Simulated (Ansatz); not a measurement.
# CH₅MoNO₃: how energies converge with the basis set

Aim: see how fast density functionals converge with the basis set for CH₅MoNO₃.

Computed with Ansatz 0.2.0, Gaussian basis. Level: one geometry, several basis sets.

Levels to be run: PBE0-D4/def2-SVP; ωB97M-V/def2-SVP; PBE0-D4/def2-QZVPP; ωB97M-V/def2-QZVPP; the functionals' def2-TZVPP values are taken from earlier runs.

## 1. The relaxed structure

An earlier PBE0-D4 in a triple-zeta def2 set relaxation fixed the geometry. Mo takes the def2 core potential; no spin-orbit term is included.

SMILES `C[N]=[Mo](=[O])([OH])[OH]`, 11 atoms, charge 0, spin multiplicity 1.

Atoms are counted from 1 here; the program's logs count them from 0.

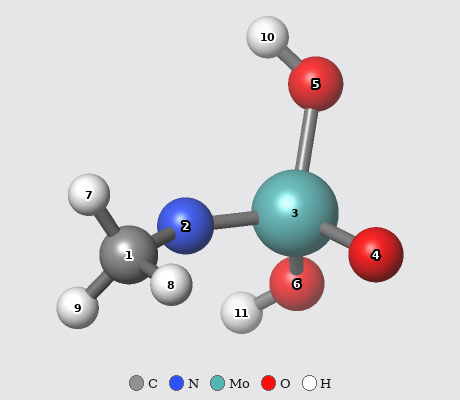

The geometry (carbon grey, nitrogen blue, molybdenum teal, oxygen red, hydrogen white); atoms are numbered from 1 in the order of the file.

## 2. PBE0-D4 in def2-SVP

in.yaml reads:

```yaml
crystal:
  periodic: [false, false, false]
  atoms:
    - {symbol: C, position_ang: [-0.216334, -0.626216, 1.791746]}
    - {symbol: N, position_ang: [-0.201103, 0.007475, 0.520689]}
    - {symbol: Mo, position_ang: [0.361960, 0.083061, -1.107097]}
    - {symbol: O, position_ang: [1.407906, -1.210289, -1.350863]}
    - {symbol: O, position_ang: [1.270528, 1.717980, -1.352318]}
    - {symbol: O, position_ang: [-1.123462, -0.046224, -2.262692]}
    - {symbol: H, position_ang: [0.128351, 0.071002, 2.562451]}
    - {symbol: H, position_ang: [0.425840, -1.514212, 1.806516]}
    - {symbol: H, position_ang: [-1.237604, -0.925121, 2.049740]}
    - {symbol: H, position_ang: [1.278062, 2.411409, -0.690039]}
    - {symbol: H, position_ang: [-2.028844, -0.025865, -1.947434]}
basis:
  gaussian: {orbitals: def2-SVP}
hamiltonian: {xc: pbe0, dispersion: d4}
output: {orbitals: {seedname: orbitals}}
```

Command:

```sh
$ ansatz run in.yaml --threads 4 --pin off --events-out ev --progress --plain --max-ram 11315MiB
```

The program printed:

```text
Functional definition: PBE0
  name "PBE0"
  cite "Adamo & Barone, J. Chem. Phys. 110, 6158 (1999) doi:10.1063/1.478522"
  cite "Perdew, Burke & Ernzerhof, Phys. Rev. Lett. 77, 3865 (1996) doi:10.1103/PhysRevLett.77.3865"
  parent pbe
  parameter a = 0.25
  parameter kappa = 0.804
  parameter beta = 0.06672455060314922
  exchange = (1 - a)*pbe_x(kappa = kappa, mu = beta*pi^2/3) + a*exact_x
  correlation = pbe_c(beta = beta)
1391 factors; their error is unknown
mean field evaluation 1: about -10572.8616 eV, gradient 1.0e2 eV
mean field evaluation 2: about -10424.5937 eV, gradient 2.8e2 eV
mean field evaluation 4: about -10591.1618 eV, gradient 2.5e1 eV
mean field evaluation 8: about -10592.2556 eV, gradient 4.1e-1 eV
mean field evaluation 16: about -10592.2931 eV, gradient 2.0e-4 eV
mean field -10592.29309524 eV, -389.2595915359 hartree, gradient 5.7e-5 eV, S^2 0.000000; 0 other end points of the search recorded, 0 dependent functions left out
reference -10592.29314989 eV, -389.2595935442 hartree; 28, 28 occupied and 98, 98 virtual orbitals, 1391 factors
Total energy: -10592.52034149 eV, -389.2679426817 hartree
```

Run time: 1.6 s. Hardware: 4 threads of Arm Neoverse V2, shared host.

## 3. ωB97M-V in def2-SVP

in.yaml, as its differences from that of step 2:

```diff
@@ -16,3 +16,3 @@
   gaussian: {orbitals: def2-SVP}
-hamiltonian: {xc: pbe0, dispersion: d4}
+hamiltonian: {xc: {name: wB97M-V}}
 output: {orbitals: {seedname: orbitals}}
```

The command is unchanged.

The program printed (excerpt; [...] marks lines left out):

```text
Functional definition: wB97M-V
  name "wB97M-V"
  cite "Mardirossian & Head-Gordon, J. Chem. Phys. 144, 214110 (2016) doi:10.1063/1.4952647"
  cite "Becke, J. Chem. Phys. 107, 8554 (1997) doi:10.1063/1.475007"
  cite "Vydrov & Van Voorhis, J. Chem. Phys. 133, 244103 (2010) doi:10.1063/1.3521275"
  # Of w^i u^j: cxij and so on, Table III.
[...]
  gx(w, u) = 1 - cx + cx01*u + cx10*w
  gss(w, u) = css00 + css04*u^4 + css10*w + css20*w^2 + css43*w^4*u^3
  gos(w, u) = cos00 + cos10*w + (cos20 + cos21*u)*w^2 + (cos60 + cos61*u)*w^6
[...]
      + integral(e_c_pw_mod_opposite_spin*gos(b97_w_opposite, b97_u_opposite)) + vv10(b, c)
1370 factors; their error is unknown
304 factors; integrals over basis functions are off by at most 8.2e-6 eV
[...]
mean field -10596.20707936 eV, -389.4034277993 hartree, gradient 4.8e-5 eV, S^2 0.000000; 0 other end points of the search recorded, 0 dependent functions left out
reference -10596.20716435 eV, -389.4034309226 hartree; 28, 28 occupied and 98, 98 virtual orbitals, 1370 factors
Total energy: -10596.20716435 eV, -389.4034309226 hartree
```

Wall time 7 s (4 threads of Arm Neoverse V2, shared host).

## 4. PBE0-D4 in def2-QZVPP

in.yaml, as its differences from that of step 3:

```diff
@@ -15,4 +15,4 @@
 basis:
-  gaussian: {orbitals: def2-SVP}
-hamiltonian: {xc: {name: wB97M-V}}
+  gaussian: {orbitals: "def2-QZVPP.json"}
+hamiltonian: {xc: pbe0, dispersion: d4}
 output: {orbitals: {seedname: orbitals}}
```

The command is unchanged.

The program printed:

```text
Functional definition: PBE0
  name "PBE0"
  cite "Adamo & Barone, J. Chem. Phys. 110, 6158 (1999) doi:10.1063/1.478522"
  cite "Perdew, Burke & Ernzerhof, Phys. Rev. Lett. 77, 3865 (1996) doi:10.1103/PhysRevLett.77.3865"
  parent pbe
  parameter a = 0.25
  parameter kappa = 0.804
  parameter beta = 0.06672455060314922
  exchange = (1 - a)*pbe_x(kappa = kappa, mu = beta*pi^2/3) + a*exact_x
  correlation = pbe_c(beta = beta)
1648 factors; their error is unknown
mean field evaluation 1: about -10579.7355 eV, gradient 1.2e2 eV
mean field evaluation 2: about -10401.6877 eV, gradient 3.3e2 eV
mean field evaluation 4: about -10601.1756 eV, gradient 4.2e1 eV
mean field evaluation 8: about -10604.1362 eV, gradient 5.0e-1 eV
mean field evaluation 16: about -10604.1572 eV, gradient 1.8e-4 eV
mean field -10604.15718841 eV, -389.6955889181 hartree, gradient 7.0e-5 eV, S^2 0.000000; 0 other end points of the search recorded, 0 dependent functions left out
reference -10604.15723272 eV, -389.6955905466 hartree; 28, 28 occupied and 488, 488 virtual orbitals, 1648 factors
Total energy: -10604.38442433 eV, -389.7039396842 hartree
```

Run time: 11 s. Hardware: 4 threads of Arm Neoverse V2, shared host; peak memory 1.9 GiB.

## 5. ωB97M-V in def2-QZVPP

in.yaml, as its differences from that of step 4:

```diff
@@ -16,3 +16,3 @@
   gaussian: {orbitals: "def2-QZVPP.json"}
-hamiltonian: {xc: pbe0, dispersion: d4}
+hamiltonian: {xc: {name: wB97M-V}}
 output: {orbitals: {seedname: orbitals}}
```

Same command.

The program printed (excerpt; [...] marks lines left out):

```text
Functional definition: wB97M-V
  name "wB97M-V"
  cite "Mardirossian & Head-Gordon, J. Chem. Phys. 144, 214110 (2016) doi:10.1063/1.4952647"
  cite "Becke, J. Chem. Phys. 107, 8554 (1997) doi:10.1063/1.475007"
  cite "Vydrov & Van Voorhis, J. Chem. Phys. 133, 244103 (2010) doi:10.1063/1.3521275"
  # Of w^i u^j: cxij and so on, Table III.
[...]
  gx(w, u) = 1 - cx + cx01*u + cx10*w
  gss(w, u) = css00 + css04*u^4 + css10*w + css20*w^2 + css43*w^4*u^3
  gos(w, u) = cos00 + cos10*w + (cos20 + cos21*u)*w^2 + (cos60 + cos61*u)*w^6
[...]
      + integral(e_c_pw_mod_opposite_spin*gos(b97_w_opposite, b97_u_opposite)) + vv10(b, c)
1594 factors; their error is unknown
415 factors; integrals over basis functions are off by at most 2.5e-5 eV
[...]
mean field -10608.37210565 eV, -389.8504842696 hartree, gradient 8.1e-5 eV, S^2 0.000000; 0 other end points of the search recorded, 0 dependent functions left out
reference -10608.37217986 eV, -389.8504869968 hartree; 28, 28 occupied and 488, 488 virtual orbitals, 1594 factors
Total energy: -10608.37217986 eV, -389.8504869968 hartree
```

It took 27 s on 4 threads of Arm Neoverse V2, shared host; peak memory 2.3 GiB.

## 6. Functionals by basis

The def2-TZVPP values come from earlier runs at the same geometry.

```tsv
functional	basis	functions	energy (eV)	from the largest (eV)	HOMO (eV)	LUMO (eV)
PBE0-D4	def2-SVP	126	-10592.5203	11.864	-7.66	-1.27
PBE0-D4	def2-TZVPP	281	-10603.7812	0.603	-7.70	-1.36
PBE0-D4	def2-QZVPP	516	-10604.3844	0.000	-7.73	-1.40
ωB97M-V	def2-SVP	126	-10596.2072	12.165	-9.91	0.85
ωB97M-V	def2-TZVPP	281	-10607.7848	0.587	-9.97	0.71
ωB97M-V	def2-QZVPP	516	-10608.3722	0.000	-9.99	0.29
```

## 7. Summary of results

| quantity | value |
| --- | --- |
| PBE0-D4: double and triple zeta above quadruple | 11.86, 0.60 eV |
| ωB97M-V: double and triple zeta above quadruple | 12.17, 0.59 eV |

**Reading.** PBE0-D4 gains 11.26 eV from double to triple zeta, then 0.60 eV more. Total energies overstate the basis error of differences, where much of it tends to cancel. The LUMO of ωB97M-V is positive and keeps falling with the basis (0.85 to 0.29 eV): an unbound level that the basis holds in place.

For PBE0-D4 the largest set took about 6 times as long as the smallest (11 s against 1.6 s).
